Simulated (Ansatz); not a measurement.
```xyz
9

Si   -0.0024    0.0305    0.2223
H    -0.1743    0.0523    1.7070
H     1.4681   -0.0026   -0.0448
C    -0.7662    1.5542   -0.5498
H    -1.8319    1.6296   -0.3065
H    -0.2694    2.4623   -0.1878
H    -0.6682    1.5283   -1.6405
O    -0.7678   -1.2917   -0.4532
H    -0.4901   -2.1591   -0.1283
```

Method: RKS B3LYP-D4/6-31G* in Ansatz 0.2.0.

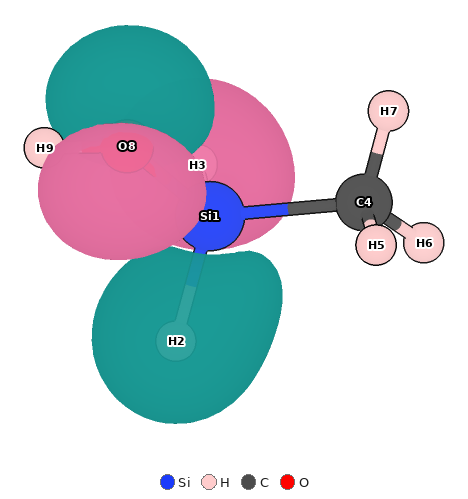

CH6OSi. The HOMO at ±0.1 Å⁻³ᐟ² (teal and pink are the two phases), seen at an oblique angle.

Q: Where does this orbital lie, and at what energy?

A: It lies mainly on O8 (about 50 %), Si1 (about 20 %), H2 (about 15 %) and H3 (about 15 %). Its energy is −7.95 eV.
